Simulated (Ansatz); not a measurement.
# Alloy of Si and C (12 of 64 Si sites exchanged), 64 atoms, part 2 of 2

Ansatz 0.2.0, PAW. Earlier steps stand in the parts before.

**3. r²SCAN on the final geometry**

Contents of in.yaml:

```yaml
crystal:
  lattice:
    - [10.053990, 0.000000, 0.000000]
    - [0.000000, 10.053990, 0.000000]
    - [0.000000, 0.000000, 10.053990]
  atoms:
    - { symbol: Si, position: [0.005418, 0.016066, 0.993194] }
    - { symbol: Si, position: [0.018365, 0.973479, 0.486806] }
    - { symbol: Si, position: [0.001219, 0.496369, 0.994713] }
    - { symbol: Si, position: [0.492803, 0.004352, 0.014264] }
    - { symbol: Si, position: [0.505735, 0.002935, 0.494025] }
    - { symbol: Si, position: [0.483303, 0.482247, 0.981499] }
    - { symbol: Si, position: [0.156055, 0.147829, 0.108812] }
    - { symbol: Si, position: [0.115682, 0.125649, 0.623710] }
    - { symbol: Si, position: [0.133840, 0.624821, 0.128179] }
    - { symbol: Si, position: [0.115770, 0.609424, 0.642871] }
    - { symbol: Si, position: [0.634538, 0.162074, 0.098262] }
    - { symbol: Si, position: [0.637867, 0.134918, 0.629560] }
    - { symbol: Si, position: [0.606151, 0.629192, 0.134748] }
    - { symbol: Si, position: [0.605566, 0.595361, 0.614931] }
    - { symbol: Si, position: [0.252628, 0.263175, 0.508796] }
    - { symbol: Si, position: [0.269426, 0.719667, 0.973913] }
    - { symbol: Si, position: [0.233259, 0.750006, 0.483815] }
    - { symbol: Si, position: [0.772394, 0.282935, 0.519186] }
    - { symbol: Si, position: [0.751718, 0.752914, 0.003944] }
    - { symbol: Si, position: [0.744821, 0.741806, 0.504119] }
    - { symbol: Si, position: [0.380043, 0.415593, 0.632611] }
    - { symbol: Si, position: [0.386082, 0.841567, 0.141630] }
    - { symbol: Si, position: [0.371773, 0.871222, 0.628542] }
    - { symbol: Si, position: [0.846208, 0.361982, 0.101891] }
    - { symbol: Si, position: [0.886633, 0.882737, 0.139017] }
    - { symbol: Si, position: [0.901102, 0.848432, 0.638543] }
    - { symbol: Si, position: [0.236678, 0.975369, 0.255596] }
    - { symbol: Si, position: [0.245607, 0.007447, 0.760868] }
    - { symbol: Si, position: [0.268032, 0.479239, 0.232991] }
    - { symbol: Si, position: [0.736475, 0.015865, 0.242341] }
    - { symbol: Si, position: [0.760987, 0.993247, 0.753443] }
    - { symbol: Si, position: [0.747882, 0.500050, 0.261014] }
    - { symbol: Si, position: [0.753676, 0.474554, 0.746669] }
    - { symbol: Si, position: [0.368655, 0.129962, 0.361480] }
    - { symbol: Si, position: [0.364624, 0.153280, 0.897355] }
    - { symbol: Si, position: [0.395082, 0.619105, 0.368452] }
    - { symbol: Si, position: [0.875053, 0.121441, 0.385041] }
    - { symbol: Si, position: [0.851342, 0.159805, 0.884501] }
    - { symbol: Si, position: [0.900685, 0.603201, 0.409061] }
    - { symbol: Si, position: [0.884545, 0.633800, 0.855788] }
    - { symbol: Si, position: [0.997933, 0.252564, 0.242269] }
    - { symbol: Si, position: [0.990323, 0.277286, 0.739496] }
    - { symbol: Si, position: [0.021456, 0.755261, 0.278322] }
    - { symbol: Si, position: [0.478399, 0.275027, 0.219067] }
    - { symbol: Si, position: [0.517784, 0.277471, 0.769733] }
    - { symbol: Si, position: [0.477384, 0.713175, 0.762276] }
    - { symbol: Si, position: [0.105201, 0.396461, 0.397481] }
    - { symbol: Si, position: [0.162257, 0.383547, 0.872871] }
    - { symbol: Si, position: [0.111767, 0.851031, 0.858531] }
    - { symbol: Si, position: [0.595399, 0.390212, 0.395547] }
    - { symbol: Si, position: [0.609716, 0.856883, 0.350822] }
    - { symbol: Si, position: [0.609642, 0.870195, 0.871353] }
    - { symbol: C, position: [0.991955, 0.490517, 0.538506] }
    - { symbol: C, position: [0.484948, 0.509208, 0.498585] }
    - { symbol: C, position: [0.266224, 0.275713, 0.005939] }
    - { symbol: C, position: [0.727233, 0.275382, 0.977043] }
    - { symbol: C, position: [0.361099, 0.367686, 0.093886] }
    - { symbol: C, position: [0.894008, 0.395334, 0.623224] }
    - { symbol: C, position: [0.264832, 0.511558, 0.760232] }
    - { symbol: C, position: [0.362590, 0.592585, 0.859764] }
    - { symbol: C, position: [0.005943, 0.731886, 0.746600] }
    - { symbol: C, position: [0.499709, 0.734670, 0.253302] }
    - { symbol: C, position: [0.130781, 0.871941, 0.375694] }
    - { symbol: C, position: [0.642147, 0.371314, 0.884619] }
  symmetry: { detect: false }
kpoints:
  mp_grid: { grid: [1, 1, 1], shift: [0.25, 0.25, 0.25] }
hamiltonian:
  xc: r2scan
scf:
  occupations: { method: fermi_dirac, width: 0.01 }
output:
  forces: true
  eigenvalues: true
  populations: true
  eigenstates: { kpoints: [[0.25, 0.25, 0.25]], e_range: [-6.0, 6.0], localisation: true }
```

Command:

```sh
> ansatz run in.yaml --threads 4 --pin off --max-ram 42750MiB --runs-dir r --events-out ev --progress --plain --backend cuda --devices 0, --max-vram 37GiB
```

The log of the run:

```text
Pseudopotentials: kind: paw
Functional definition: r2SCAN
  parameter k0 = 0.174
  parameter k1 = 0.065
  parameter a1 = 4.9479
  exchange = r2scan_x(k0 = k0, k1 = k1, a1 = a1)
  correlation = r2scan_c
Crystal: 64 atoms, lattice volume = 1016.285 Å³
Basis set: ecut = 500 eV, 25725 PW (Γ), exchange–correlation on 300×300×300 points (64 copies of the dense FFT grid, shifted against one another)
Bands: 192, of which v1, the nominal top of the filled ones, is band 128 counted from 1 (127 counted from 0)
Symmetry: 1 space group operations
k-points: 1
Non-local potential: Si, projectors of the file, l = 0: 2, l = 1: 2, l = 2: 2
Non-local potential: C, projectors of the file, l = 0: 2, l = 1: 2, l = 2: 1
PAW form: soft (Blöchl's): semilocal exchange-correlation on the pseudo side does not see the compensation charge
PAW frozen core: Si, regenerated for the run's functional (the file was generated under x = pbe(κ = 0.804, μ = 0.2195149727645171), c = pbe(β = 0.06672455060314922))
PAW frozen core: C, regenerated for the run's functional (the file was generated under x = pbe(κ = 0.804, μ = 0.2195149727645171), c = pbe(β = 0.06672455060314922))
PAW one-centre angular grid: Si, 302 points (default); XC on 160 Gauss nodes
PAW one-centre angular grid: C, 302 points (default); XC on 239 of its mesh's 2573 points in the sphere
Initial density: superposition of atomic densities (neutral atoms: chi_scale 0, normalization atom), corrected by the library's trained network
Initial wavefunctions: pseudopotential atomic-orbital guess
Functional: x = r2scan, c = r2scan; τ floored in thin density (d = 2e-4 eV/Å³)
SCF iter   1: F=—  HF=-36236.695909 eV  |F-HF|=—  |Δ(HF+E_count)|=         —  Δρ=6.58e-3  dr2=5.51e-1  dr2_τ=1.76e0  ethr=1.77e-3  ⟨swp⟩=6.0  Hψ=887  notcnv=0  defer=35
preconditioner: auto → Resta (q_TF=auto, 2.168 Å⁻¹)  ε∞=4.9  [insulator: Δε(μ)=0.644 eV  Ē_g=9.422 eV  σ=0.010 eV  W_gap=1.00  n_scr=178 (ndim 8)  ℏωp=18.6 eV  f_vac=0.000  D(μ)=0.00/eV (n_scr^D=0)  ε∞_Penn≈4.9]
SCF iter   2: F=—  HF=-36237.454189 eV  |F-HF|=—  |Δ(HF+E_count)|=   7.58e-1  Δρ=4.19e-3  dr2=1.51e-1  dr2_τ=1.37e-3  ethr=2.15e-4  ⟨swp⟩=2.0  Hψ=352  notcnv=0  defer=56
SCF iter   3: F=—  HF=-36237.457236 eV  |F-HF|=—  |Δ(HF+E_count)|=   3.05e-3  Δρ=1.08e-3  dr2=2.23e-2  dr2_τ=1.37e-3  ethr=5.91e-5  ⟨swp⟩=2.0  Hψ=212  notcnv=0  defer=56
SCF iter   4: F=—  HF=-36237.454526 eV  |F-HF|=—  |Δ(HF+E_count)|=   2.71e-3  Δρ=2.70e-4  dr2=7.72e-4  dr2_τ=1.32e-4  ethr=8.70e-6  ⟨swp⟩=3.0  Hψ=272  notcnv=0  defer=56
SCF iter   5: F=—  HF=-36237.457055 eV  |F-HF|=—  |Δ(HF+E_count)|=   2.53e-3  Δρ=1.05e-4  dr2=1.06e-4  dr2_τ=3.41e-6  ethr=3.02e-7  ⟨swp⟩=2.0  Hψ=264  notcnv=0  defer=56
SCF iter   6: F=—  HF=-36237.457114 eV  |F-HF|=—  |Δ(HF+E_count)|=   5.88e-5  Δρ=2.69e-5  dr2=1.32e-5  dr2_τ=5.78e-7  ethr=4.15e-8  ⟨swp⟩=2.0  Hψ=222  notcnv=0  defer=56
SCF iter   7: F=—  HF=-36237.455970 eV  |F-HF|=—  |Δ(HF+E_count)|=   1.14e-3  Δρ=7.80e-6  dr2=1.12e-6  dr2_τ=9.62e-8  ethr=5.14e-9  ⟨swp⟩=2.0  Hψ=263  notcnv=0  defer=56
SCF iter   8: F=-36237.455970 eV  HF=-36237.455970 eV  |F-HF|=7.51e-9  |Δ(HF+E_count)|=   1.44e-8  Δρ=1.85e-6  dr2=4.24e-8  dr2_τ=2.72e-9  ethr=3.91e-11  ⟨swp⟩=15.0  Hψ=1362  notcnv=0
SCF 1 converged in 8 iterations: F = -36237.455970 eV  dr2 = 4.24e-8
NSCF: frozen V_eff on 1 k-points
SCF converged after 8 iterations
Free energy (F): -36237.455970 eV
Harris-Foulkes:  -36237.455970 eV  (|F-HF|=7.51e-9)
Internal energy: -36237.455970 eV  (E = F + TS)
E sigma→0 (E₀):  -36237.455970 eV
Fermi energy:    8.017667 eV
--- Per-component energies (eV) ---
  E_band       = 410.172340
  E_kinetic    = 3210.758822
  E_local      = -3003.839023  (includes V_loc(G=0)·N_el)
  E_nonlocal   = 1613.000217
  E_hartree    = 1024.053039
  E_xc         = -3265.600652
  E_vxc        = -3398.696999  (∫ρ·V_xc dr)
  E_paw        = -28219.955962  (= ΣΔE_a)
  E_vpaw       = -203.698126  (= ΣTr[D̂ρ^β])
  E_aug_tail   = 0.000269  (compensation charges beyond the density's cutoff)
  E_vtau       = 144.540822  (kinetic-family band-sum trace: ∫τ·v_τ [+ j·A + Jᵃ·Aᵃ] dr)
  E_ewald      = -7591.600879
  E_core_change = -4.271800  (= ΣΔE_core)
  E_smearing   = -0.000000  (= −TS)
  E_closure    = 0.000000  (closes the sum)
  Σ components = -36237.455970   (vs F -36237.455970, Δ=0.00e0)
--- Forces (eV/Å), atoms counted from 1 ---
  atom   1  Si    -0.04721686    -0.03489387     0.04976078
  atom   2  Si    -0.03598532     0.10076945     0.07960551
  atom   3  Si     0.02620814     0.07875969     0.01804792
  atom   4  Si     0.05534920     0.02798305    -0.12929139
  atom   5  Si    -0.06076046    -0.00863480    -0.01857606
  atom   6  Si     0.05015737     0.11188029     0.13827675
  atom   7  Si    -0.21876450    -0.09950982     0.04918943
  atom   8  Si     0.09189105     0.01966407     0.00907701
  atom   9  Si    -0.01372338    -0.11399641    -0.04241065
  atom  10  Si    -0.01070364     0.09894618    -0.03853506
  atom  11  Si    -0.12605855    -0.11137861     0.09549027
  atom  12  Si    -0.00903122    -0.02816775     0.03629426
  atom  13  Si     0.11356290    -0.03954246     0.00235033
  atom  14  Si     0.02896040     0.14157014     0.03699385
  atom  15  Si    -0.09266440     0.00341970    -0.01918702
  atom  16  Si    -0.12573542     0.04645401     0.14840772
  atom  17  Si     0.15178551     0.05320452     0.10942493
  atom  18  Si    -0.08012363    -0.18879778    -0.08855162
  atom  19  Si    -0.02012450    -0.00046906    -0.03303529
  atom  20  Si     0.07451379    -0.11241055     0.03157356
  atom  21  Si    -0.04831129    -0.16415242    -0.04755648
  atom  22  Si    -0.02301085     0.09314196    -0.07416175
  atom  23  Si    -0.05687252     0.02101052    -0.03735576
  atom  24  Si     0.10559760     0.16270505     0.08952030
  atom  25  Si    -0.07780786     0.03650100    -0.07019228
  atom  26  Si    -0.13572901     0.06375852    -0.04930920
  atom  27  Si     0.14509648     0.09338881     0.01866226
  atom  28  Si    -0.01059522    -0.02874872    -0.10119729
  atom  29  Si    -0.11902669     0.20723143     0.02627601
  atom  30  Si     0.11426684    -0.05752109     0.00424760
  atom  31  Si    -0.08240744     0.06099104    -0.00428104
  atom  32  Si    -0.07236630     0.00701830    -0.07340310
  atom  33  Si     0.01621890     0.24580985    -0.00847129
  atom  34  Si     0.00696109    -0.04127695     0.09555484
  atom  35  Si     0.04845373    -0.09639254    -0.04396470
  atom  36  Si    -0.06938503    -0.01638314    -0.01207092
  atom  37  Si     0.03046062     0.04652035    -0.08699638
  atom  38  Si     0.09158909    -0.12350961    -0.09366438
  atom  39  Si    -0.18796779     0.11894026    -0.07922041
  atom  40  Si    -0.01385417    -0.11519433     0.09485135
  atom  41  Si    -0.03025829     0.00121486     0.06070005
  atom  42  Si     0.08793828    -0.10600760    -0.01176298
  atom  43  Si    -0.02187289    -0.02560719    -0.10587710
  atom  44  Si     0.07654729    -0.12482867     0.09960890
  atom  45  Si    -0.03144334    -0.12446330    -0.03960618
  atom  46  Si     0.06479610     0.10578145    -0.10208303
  atom  47  Si     0.14777576    -0.23718706    -0.08665671
  atom  48  Si    -0.19721158     0.04907179     0.00672782
  atom  49  Si     0.13095885     0.07851009     0.04839271
  atom  50  Si     0.14215971     0.04530776    -0.12393441
  atom  51  Si     0.05903114     0.08248297     0.11932666
  atom  52  Si     0.09188197    -0.02368044     0.09871400
  atom  53  C      0.19355883     0.26959778    -0.21110139
  atom  54  C      0.09016977    -0.01008465     0.04757831
  atom  55  C     -0.12709518    -0.27100224    -0.18115196
  atom  56  C      0.21841782    -0.25918113     0.27456533
  atom  57  C      0.20517958     0.18044840     0.23755613
  atom  58  C     -0.22249338    -0.29522529     0.15914890
  atom  59  C     -0.15334564    -0.21577256    -0.16158649
  atom  60  C      0.18030214     0.24293247     0.18737806
  atom  61  C     -0.02393546     0.05525762    -0.00770860
  atom  62  C     -0.02258974     0.04920215    -0.03232236
  atom  63  C     -0.06803041    -0.04227898    -0.00398375
  atom  64  C     -0.20331778     0.11676090    -0.25414639
  max |Σ_I F_I| component: 6.26e-5 eV/Å
--- Band table (eV) ---
  k-point 0: bands = ["-8.1101", "-7.7853", "-7.6008", "-7.4056", "-6.8707", "-6.6541", "-6.3589", "-6.1409", "-4.8923", "-4.8096", "-4.6429", "-4.2967", "-4.0580", "-3.8545", "-3.7606", "-3.5862", "-3.3991", "-3.1574", "-3.0014", "-2.8821", "-2.7833", "-2.6610", "-2.5605", "-2.2872", "-2.2486", "-2.1184", "-2.0059", "-1.8631", "-1.8438", "-1.6365", "-1.4123", "-1.3544", "-1.0723", "-0.9726", "-0.8156", "-0.6221", "-0.5321", "-0.4355", "-0.2922", "-0.2061", "-0.1227", "0.0007", "0.0885", "0.1800", "0.3055", "0.3825", "0.4462", "0.5246", "0.6687", "0.7508", "0.7935", "0.9605", "1.0323", "1.0968", "1.5389", "1.6526", "1.7124", "1.8409", "1.9497", "2.0443", "2.1754", "2.2243", "2.3122", "2.4166", "2.4668", "2.5082", "2.6269", "2.7234", "2.8616", "2.9040", "3.0106", "3.0854", "3.1804", "3.2561", "3.3223", "3.3942", "3.5790", "3.6327", "3.6594", "3.7288", "3.8105", "3.9011", "3.9488", "3.9992", "4.1119", "4.1440", "4.2066", "4.2531", "4.3232", "4.3810", "4.4491", "4.5554", "4.5634", "4.6731", "4.7020", "4.7462", "4.8647", "4.8852", "5.0116", "5.0958", "5.1655", "5.2256", "5.3283", "5.3451", "5.4372", "5.5121", "5.5527", "5.6135", "5.6745", "5.7704", "5.8301", "5.9227", "5.9827", "6.0367", "6.1383", "6.2339", "6.2979", "6.3477", "6.4024", "6.4561", "6.5227", "6.6168", "6.6815", "6.9645", "6.9937", "7.2110", "7.5605", "7.7112", "8.3241", "8.5873", "8.6873", "8.9846", "9.1186", "9.1969", "9.2722", "9.3891", "9.5677", "9.6779", "9.7605", "9.8283", "9.8910", "10.0047", "10.0928", "10.1598", "10.2010", "10.3226", "10.3856", "10.4147", "10.4886", "10.5329", "10.5879", "10.6198", "10.6531", "10.7721", "10.7986", "10.8659", "10.9050", "10.9852", "11.0314", "11.0997", "11.1130", "11.2051", "11.2313", "11.3309", "11.3924", "11.4404", "11.4623", "11.4965", "11.5311", "11.5970", "11.6655", "11.7006", "11.7228", "11.7643", "11.8925", "11.9363", "11.9857", "12.0183", "12.0957", "12.1637", "12.2118", "12.2579", "12.3254", "12.3802", "12.4506", "12.5098", "12.5410", "12.6740", "12.7238", "12.7708", "12.7833", "12.8704"]
--- Löwdin populations: 64 sites ---
  site symbol       q [e]
     0     Si      3.9905
     1     Si      3.6789
     2     Si      4.0180
     3     Si      4.0296
     4     Si      3.9719
     5     Si      3.3251
     6     Si      3.7285
     7     Si      4.0181
     8     Si      4.0013
     9     Si      3.2740
    10     Si      3.7108
    11     Si      3.9790
    12     Si      3.6956
    13     Si      3.7289
    14     Si      4.0074
    15     Si      3.7483
    16     Si      3.7520
    17     Si      3.7416
    18     Si      4.0085
    19     Si      4.0457
    20     Si      3.4432
    21     Si      3.6853
    22     Si      3.9796
    23     Si      3.7312
    24     Si      3.9736
    25     Si      3.6718
    26     Si      3.6903
    27     Si      3.9999
    28     Si      3.7668
    29     Si      3.9970
    30     Si      3.9999
    31     Si      4.0221
    32     Si      3.5255
    33     Si      4.0026
    34     Si      3.7094
    35     Si      3.4236
    36     Si      4.0031
    37     Si      3.7316
    38     Si      3.7194
    39     Si      3.6966
    40     Si      3.9793
    41     Si      3.7058
    42     Si      3.6899
    43     Si      3.7218
    44     Si      3.7574
    45     Si      3.7282
    46     Si      3.7549
    47     Si      3.4789
    48     Si      3.7113
    49     Si      3.7297
    50     Si      3.6787
    51     Si      3.9833
    52      C      4.5677
    53      C      4.8840
    54      C      4.5933
    55      C      4.5987
    56      C      4.5771
    57      C      4.5878
    58      C      4.5796
    59      C      4.5928
    60      C      4.8673
    61      C      4.8777
    62      C      4.8830
    63      C      4.5411
  spilling = 0.010566 (of n_electrons = 256.000000)
```

Run time: 6.8 s. Hardware: 1 × NVIDIA H100 80GB HBM3 with 4 threads of AMD EPYC 7R13, shared host; peak host memory 2.6 GiB.

At the single k point (¼, ¼, ¼) the filled levels end at 7.711 eV and the empty ones begin at 8.324 eV, a spacing of 0.61 eV. This point lies off Γ, so the spacing can exceed the gap by much.

Frontier states and how far they spread:

| level (eV) | spin | filling | atoms sharing it | main element | its share | largest atom |
| --- | --- | --- | --- | --- | --- | --- |
| -0.50 | both | 2.00 | 26.9 | Si | 0.95 | – |
| -0.15 | both | 2.00 | 35.5 | Si | 0.86 | – |
| 0.00 | both | 2.00 | 37.1 | Si | 0.91 | – |
| 0.61 | both | 0.00 | 33.0 | Si | 0.81 | – |
| 0.88 | both | 0.00 | 55.4 | Si | 0.86 | – |
| 0.98 | both | 0.00 | 52.8 | Si | 0.87 | – |

The largest force by r²SCAN is 0.44 eV/Å, on C56: the geometry is not this level's minimum.

**4. Summary of results**

What follows sums up all 2 parts. Changes of volume or cell count from the first structure of part 1.

```
             level         time  top filled to lowest empty (eV)
PBEsol, relaxation  9.6 s (GPU)                             0.36
            r²SCAN  6.8 s (GPU)                             0.61
```

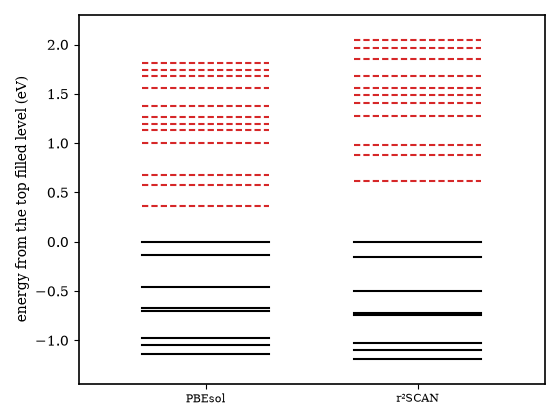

Levels near the gap by PBEsol, r²SCAN: filled black, empty red and dashed.

| quantity | value |
| --- | --- |
| relaxation | 8 recorded steps, 26.98 eV gained |
| largest shift | 0.47 Å (Si39) |
| relaxed cell | a = 10.054 Å, b = 10.054 Å, c = 10.054 Å, α = 90.00°, β = 90.00°, γ = 90.00° |
| mean bonds | C–C 1.606, C–Si 1.969, Si–Si 2.330 Å |

Relaxation gains 26.98 eV, with shifts up to 0.47 Å (Si39), while the volume changes by -2.9 %. The mean lengths of the listed bonds run from C–C 1.61 Å to Si–Si 2.33 Å. With one k point the spacing samples only the states that fold onto it, so it can exceed the gap over the zone.
